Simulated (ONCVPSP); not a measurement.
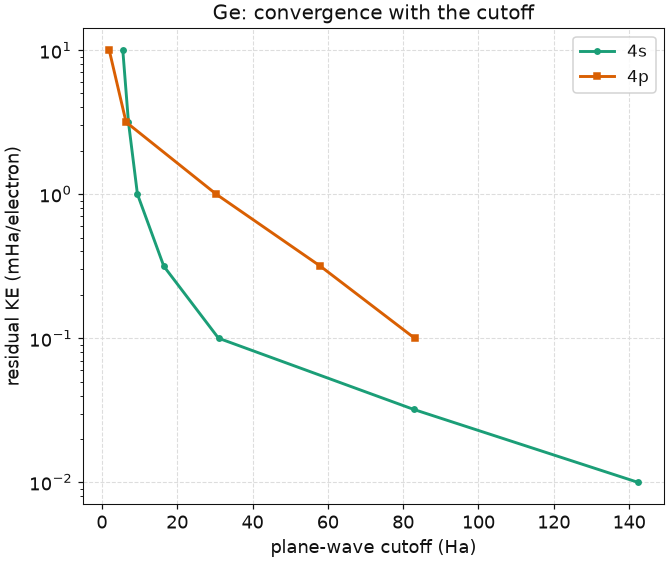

**Figure 1.** Residual kinetic energy of the pseudo-waves (the first of each channel, and further valence shells) beyond the plane-wave cutoff, as the generator prints it.

- Cutoffs for the occupied states: 30 Ha for 1 mHa and 83 Ha for 0.1 mHa per electron. The first is set by 4p.
- Hardest wave at 1 mHa per electron: 4p, with rc = 1.35 bohr and qcut = 5.6 1/bohr. The optimisation minimises, but can't always remove, the kinetic energy above qcut²/2 = 15.7 Ha, and a larger rc would as a rule soften the wave at some cost in transferability.
- Cutoffs for 1 mHa per electron: 4p: 30 Ha; 4s: 9.4 Ha. The potential isn't sound: its ghost test gives GHOST(-) flagged for s at -603.0 eV; no localised positive-energy state flagged.

# Ge: pseudopotential generation

- system: germanium (Ge, Z = 32), core [Ar] 3d10, reference valence 4s2 4p2, valence charge 4.
- method: ONCV potential, PBE, scalar-relativistic, made with ONCVPSP 4.0.1

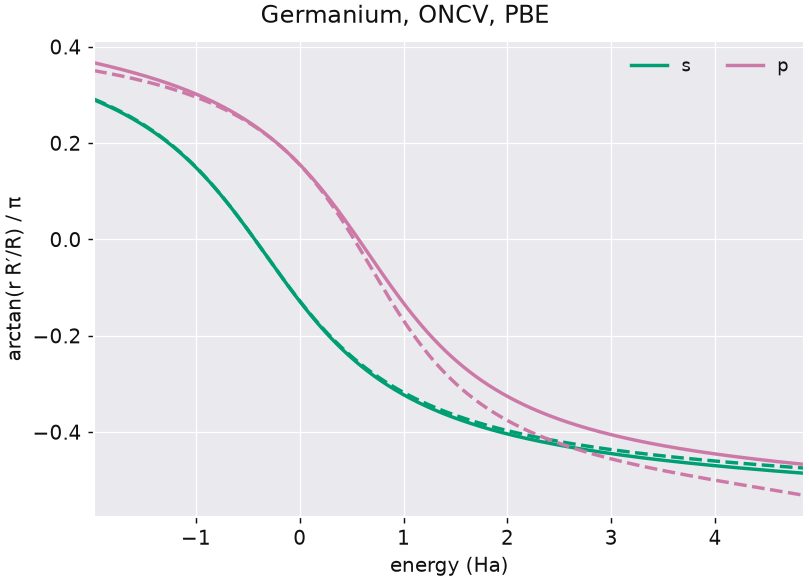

**Figure 2.** Unwrapped phase arctan(r R′/R) in units of π against energy, all-electron (solid) and pseudo (dashed); the pseudo phase is matched to the all-electron one at the reference energy. Here R(r) is the radial function. Not drawn: d: not judged; f: not judged.

- Poles, where the radial function vanishes at the test radius: s: all-electron at no energy in the range, pseudo at no energy in the range; p: all-electron at no energy in the range, pseudo at 4.0 Ha.
- Ghost states: the plot shows none: the two phases stay within 0.21 rad of each other in all channels drawn. The separate test gives: GHOST(-) flagged for s at -603.0 eV; no localised positive-energy state flagged. The bound ghosts lie below the range of the plot.
- Range over which the phases agree within 0.05 rad: s: over the whole range drawn; p: between about -1.9 and 0.6 Ha.

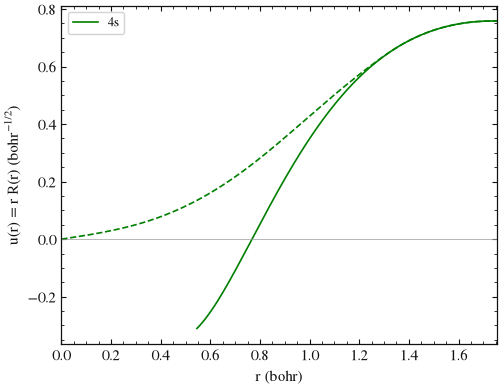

**Figure 3.** Partial waves u(r) = r R(r), all-electron (solid) and pseudo (dashed). The innermost oscillations of some all-electron curves aren't drawn. Reference configuration 4s2 4p2.

- Matching radii: 4s at 1.35 bohr. The curves merge smoothly, so the plot gives these only roughly.
- Nodes of the pseudo-waves: 4s has no node.

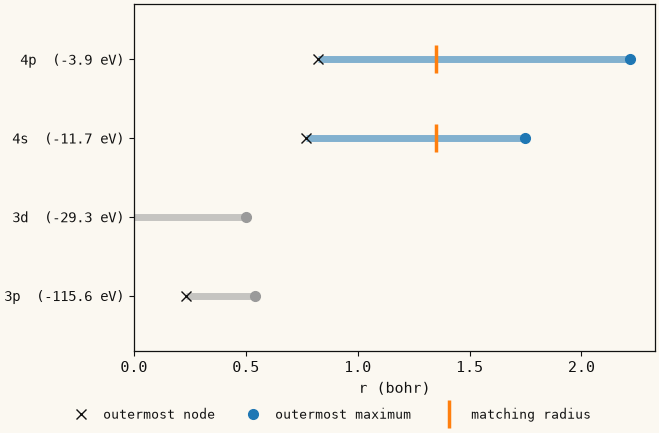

**Figure 4.** Outer shells of the all-electron reference atom: each bar runs from the outermost node (or the nucleus) to the outermost maximum of u(r); the tick is the radius chosen for the pseudo-wave. Shells without a tick have no pseudo-wave of their own. Levels, nodes and maxima are from ld1.x, scalar-relativistic.

- Radii against the shells: 4s: 1.35 bohr, between node and maximum; 4p: 1.35 bohr, between node and maximum.

These pictures come from the run below.

The input:
```
# ATOM AND REFERENCE CONFIGURATION
# atsym  z   nc   nv     iexc    psfile
  Ge 32.00    6    2        4      upf
#
#   n    l    f
    1    0    2.00
    2    0    2.00
    2    1    6.00
    3    0    2.00
    3    1    6.00
    3    2   10.00
    4    0    2.00
    4    1    2.00
#
# PSEUDOPOTENTIAL AND OPTIMIZATION
# lmax
    1
#
#   l,   rc,      ep,       ncon, nbas, qcut
    0    1.35    0.00    3    8    6.10
    1    1.35    0.00    3    6    5.60
#
# LOCAL POTENTIAL
# lloc, lpopt,  rc(5),   dvloc0
    1    5    1.35    0.00
#
# VANDERBILT-KLEINMAN-BYLANDER PROJECTORs
# l, nproj, debl
    0    1    2.00
    1    0    2.90
#
# MODEL CORE CHARGE
# icmod, fcfact, rcfact
    1    0.45    0.00
#
# LOG DERIVATIVE ANALYSIS
# epsh1, epsh2, depsh
   -2.00    5.00    0.02
#
# OUTPUT GRID
# rlmax, drl
    6.00    0.01
#
# TEST CONFIGURATIONS
# ncnf
    4
# nvcnf
#   n    l    f
    2
    4    0    2.00
    4    1    1.00
#
    2
    4    0    2.00
    4    1    0.00
#
    2
    4    0    1.00
    4    1    0.00
#
    2
    4    0    0.00
    4    1    4.00
#
```

Launched with:
```bash
oncvpsp.x < Ge.dat > Ge.out
```

Log (extracts):
```
ONCVPSP  (Optimized Norm-Conservinng Vanderbilt PSeudopotential)
scalar-relativistic version 4.0.1

#   n    l    f        energy (Ha)
    1    0    2.00    -4.0281571E+02
    2    0    2.00    -5.0412488E+01
    2    1    6.00    -4.4051811E+01
    3    0    2.00    -6.1919266E+00
    3    1    6.00    -4.2489733E+00
    3    2   10.00    -1.0771536E+00
    4    0    2.00    -4.3112376E-01
    4    1    2.00    -1.4315416E-01

Reference configufation results
  iterations    25
  all-electron total energy (Ha)   -2.09883316D+03

Begin loop to  construct optimized pseudo wave functions
and semi-local pseudopoentials for all angular momenta

Calculating optimized projector #   1

 for l=   0

    Fraction of norm inside rc  0.150172
    Optimizing pswf for qcut=   6.11 a_B^-1,  ecut=  18.68 Ha
    Residual kinetic energy error=  1.81D-04 Ha

    Energy error per electron        Cutoff
         Ha          eV             Ha
         0.01000     0.27211        5.56
         0.00100     0.02721        9.44
         0.00010     0.00272       30.97
         0.00001     0.00027      142.28

Calculating optimized projector #   1

 for l=   1

    Fraction of norm inside rc  0.057914
    Optimizing pswf for qcut=   5.59 a_B^-1,  ecut=  15.61 Ha
    Residual kinetic energy error=  1.76D-03 Ha

    Energy error per electron        Cutoff
         Ha          eV             Ha
         0.01000     0.27211        1.95
         0.00100     0.02721       30.36
         0.00010     0.00272       83.05

Construct Vanderbilt / Kleinmman-Bylander projectors

Model core correction analysis
  based on d2Exc/dn_idn_j

d2excae - all-electron derivatives

   -1.008704D-02   -3.853569D-03
   -4.749579D-03   -1.867583D-03

d2excps - pseudofunction derivatives with no core correction

   -2.057270D-02   -8.052736D-03
   -9.013558D-03   -3.593328D-03

rms 2nd derivative error    6.097986E-03

Polynomial model core charge

d2excps - pseudofunction derivatives with core correction

   -1.075180D-02   -4.132316D-03
   -5.028593D-03   -1.984323D-03

rms 2nd derivative error    3.908565E-04

Pseudoatom total energy   -3.847410

Diagnostic tests using Vanderbilt-Kleinman-Bylander pseudopotentials
  1 or more projectors used as specified by nproj input data

   l    rcore       rmatch      e in        delta e   norm test  slope test

   0   1.3570048   1.3982064  -0.4311238   0.0000155   1.0000078   0.9999253

   1   1.3570048   1.3982064  -0.1431542  -0.0000277   0.9998320   1.0001041

 Testing for bound ghosts
   n   l    E NL Schr. Eq   E Basis Diag.   E Cutoff

       0                      -22.159999    140.81  WARNING - GHOST(-)
   1   0       -0.431108       -0.394138    140.81

 Testing for highly-localized positive-energy ghosts
       l    <radius>/rc     E Basis Diag.   E Cutoff

Test configuration 0

   n   l     f        eae           eps        diff
   1   0  2.0000 -402.81570560
   2   0  2.0000  -50.41248757
   2   1  6.0000  -44.05181077
   3   0  2.0000   -6.19192659
   3   1  6.0000   -4.24897334
   3   2 10.0000   -1.07715362
   4   0  2.0000   -0.43112376   -0.43110824    1.55D-05
   4   1  2.0000   -0.14315416   -0.14318187   -2.77D-05

    Total energies and differences
      AE_ref= -2.09883316D+03  AE_tst= -2.09883316D+03  dif=  0.00D+00
      PS_ref= -3.84741041D+00  PS_tst= -3.84741041D+00  dif=  6.66D-15
      PSP excitation error= -6.66D-15

Test configuration 1

   n   l     f        eae           eps        diff
   1   0  2.0000 -403.15060002
   2   0  2.0000  -50.74465659
   2   1  6.0000  -44.38432619
   3   0  2.0000   -6.52362329
   3   1  6.0000   -4.58069972
   3   2 10.0000   -1.40818962
   4   0  2.0000   -0.72980429   -0.73069674   -8.92D-04
   4   1  1.0000   -0.41315242   -0.41372550   -5.73D-04

    Total energies and differences
      AE_ref= -2.09883316D+03  AE_tst= -2.09855959D+03  dif=  2.74D-01
      PS_ref= -3.84741041D+00  PS_tst= -3.57359807D+00  dif=  2.74D-01
      PSP excitation error= -2.42D-04

Test configuration 2

   n   l     f        eae           eps        diff
   1   0  2.0000 -403.55957955
   2   0  2.0000  -51.14734444
   2   1  6.0000  -44.78776752
   3   0  2.0000   -6.92516083
   3   1  6.0000   -4.98220147
   3   2 10.0000   -1.80786425
   4   0  2.0000   -1.07491036   -1.07905910   -4.15D-03

    Total energies and differences
      AE_ref= -2.09883316D+03  AE_tst= -2.09799220D+03  dif=  8.41D-01
      PS_ref= -3.84741041D+00  PS_tst= -3.00452794D+00  dif=  8.43D-01
      PSP excitation error= -1.93D-03

Test configuration 3

   n   l     f        eae           eps        diff
   1   0  2.0000 -404.08879965
   2   0  2.0000  -51.66384468
   2   1  6.0000  -45.30535013
   3   0  2.0000   -7.44173834
   3   1  6.0000   -5.49827965
   3   2 10.0000   -2.31871468
   4   0  1.0000   -1.48670540   -1.49803558   -1.13D-02

    Total energies and differences
      AE_ref= -2.09883316D+03  AE_tst= -2.09671363D+03  dif=  2.12D+00
      PS_ref= -3.84741041D+00  PS_tst= -1.71821974D+00  dif=  2.13D+00
      PSP excitation error= -9.67D-03

Test configuration 4

   n   l     f        eae           eps        diff
   1   0  2.0000 -402.94436209
   2   0  2.0000  -50.53585228
   2   1  6.0000  -44.17516320
   3   0  2.0000   -6.31937555
   3   1  6.0000   -4.37602391
   3   2 10.0000   -1.20052774
   4   1  4.0000   -0.19132028   -0.19161242   -2.92D-04

    Total energies and differences
      AE_ref= -2.09883316D+03  AE_tst= -2.09823798D+03  dif=  5.95D-01
      PS_ref= -3.84741041D+00  PS_tst= -3.25123530D+00  dif=  5.96D-01
      PSP excitation error= -9.95D-04
```

Summary:

- outcome: generated, with a ghost state
- cutoffs needed: 30 Ha and 83 Ha (the cutoffs at which the residual kinetic energy of the hardest occupied pseudo-wave falls to 1 and 0.1 mHa per electron)
- ghost test: GHOST(-) flagged for s at -603.0 eV; no localised positive-energy state flagged
- largest excitation error: -263 meV (all-electron minus pseudo) for 4s1 4p0, out of 4 test configurations
- rms error of d²Exc/dni dnj: 6.10 mHa without and 0.39 mHa with the model core
- range over which the phases arctan(r R′/R) at the test radius agree within 0.05 rad (a looser test near the poles than one of phase shifts): s: over the whole range computed; p: between about -1.9 and 0.6 Ha; d: not judged, local potential alone; f: not judged, local potential alone
- hardware: 1 CPU thread, shared host
- wall time: 1.9 s

Remarks:

The potential has a bound ghost state, so it can't be used as it stands.
